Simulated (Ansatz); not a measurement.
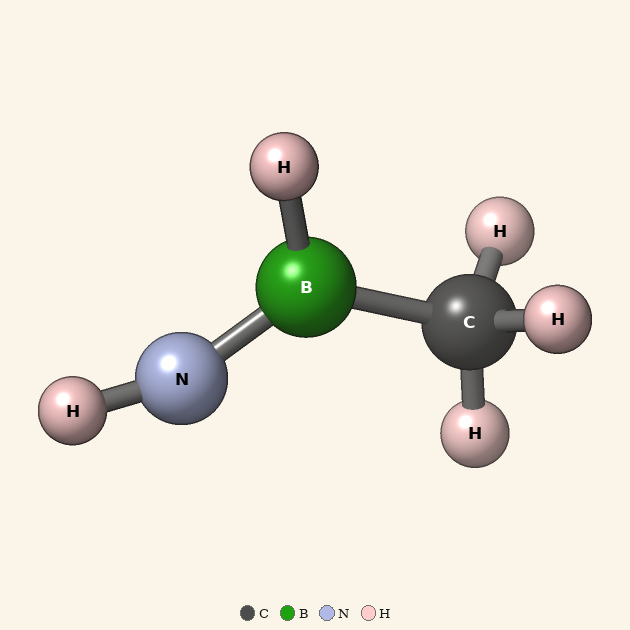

Rendered structure (ball-and-stick style). Every bond is drawn as one stick, whatever its order.

The species is neutral and a spin doublet.

Identify the structure.

Formula CH₅BN. The point group is Cs. It is an open-shell species. Coordination: 1 C tetrahedral; 1 B trigonal planar; 1 N bent.

More results for the same structure follow; atom numbers are the same in all pictures, views and colours differ. The computed structure is the end point of a PBE0-D4/def2-TZVP optimisation. No frequency run is at hand to confirm it as a minimum.

**Shape**

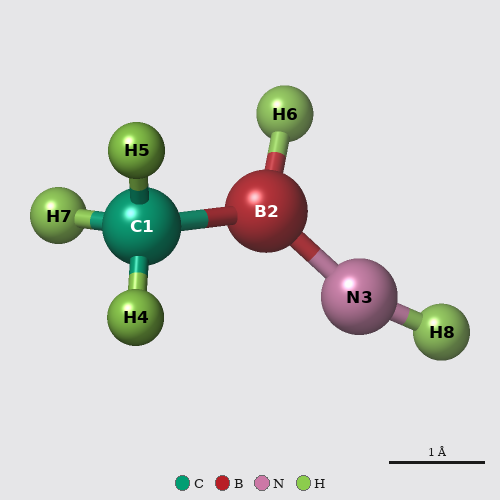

Atoms carry their numbers in the input. No frequency run is at hand to confirm it as a minimum.

Which atoms are bonded, and how long are the bonds?

```json
{"bond": "C1–B2", "length (Å)": "1.577"}
{"bond": "C1–H4", "length (Å)": "1.090"}
{"bond": "C1–H5", "length (Å)": "1.094"}
{"bond": "C1–H7", "length (Å)": "1.094"}
{"bond": "B2–N3", "length (Å)": "1.340"}
{"bond": "B2–H6", "length (Å)": "1.218"}
{"bond": "N3–H8", "length (Å)": "1.000"}
```

**Charges**

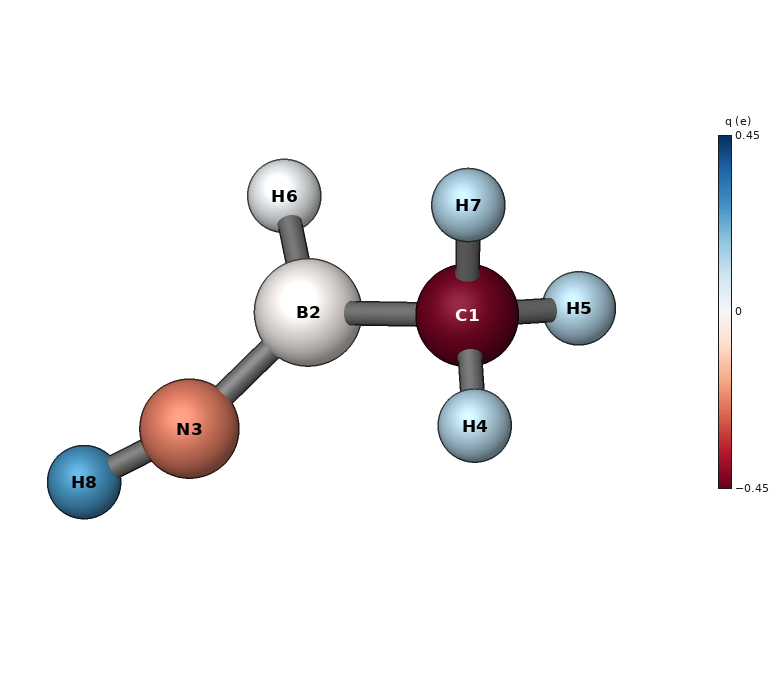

Atoms are coloured by their Mulliken charges. No frequency run is at hand to confirm it as a minimum. Level of theory: UKS PBE0-D4/def2-TZVP (Ansatz 0.2.0).

Give the Mulliken charges atom by atom.

| atom | value (e) |
| --- | --- |
| C1 | −0.44 |
| B2 | −0.02 |
| N3 | −0.23 |
| H4 | 0.13 |
| H5 | 0.14 |
| H6 | 0.02 |
| H7 | 0.14 |
| H8 | 0.26 |

**Electronic properties**

No frequency run is at hand to confirm it as a minimum. Method: UKS PBE0-D4/def2-TZVPP (Ansatz 0.2.0).

Computed properties:

- HOMO energy (Kohn–Sham orbital): −7.68 eV
- ⟨S²⟩ of the determinant: 0.758
- dispersion correction: −7.2 kJ/mol

**Dipole moment**

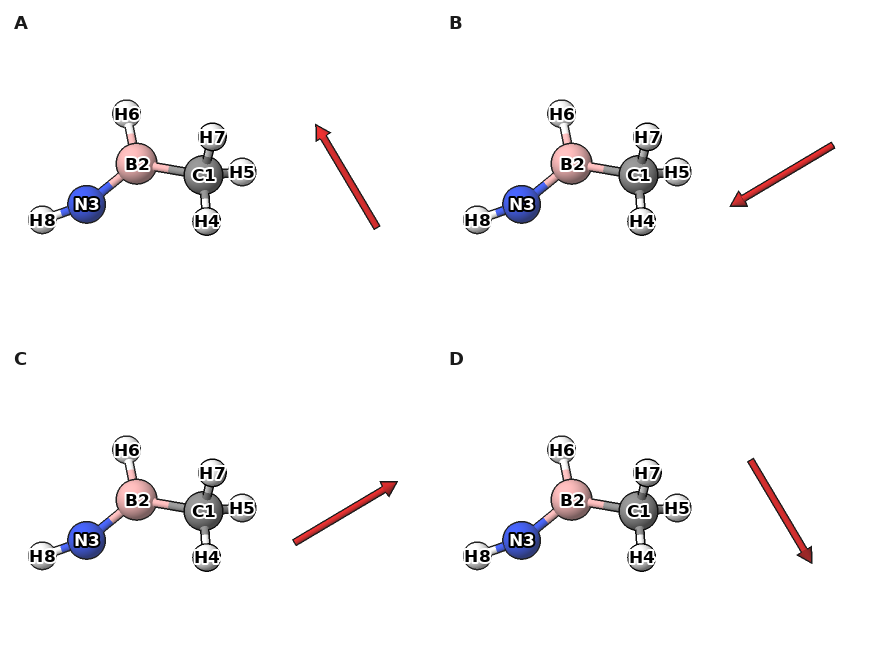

The same molecule four times, each with an arrow. No frequency run is at hand to confirm it as a minimum. Method: UKS PBE0-D4/def2-TZVP (Ansatz 0.2.0).

Question: Which arrow points along the dipole moment, from the negative to the positive end?

Answer: B. The dipole moment is 0.86 D; it points from the side of H5, H7 to the side of H8 (the outermost atoms at the two ends).

Mulliken values depend strongly on the basis set and can even reverse the polarity of a bond.
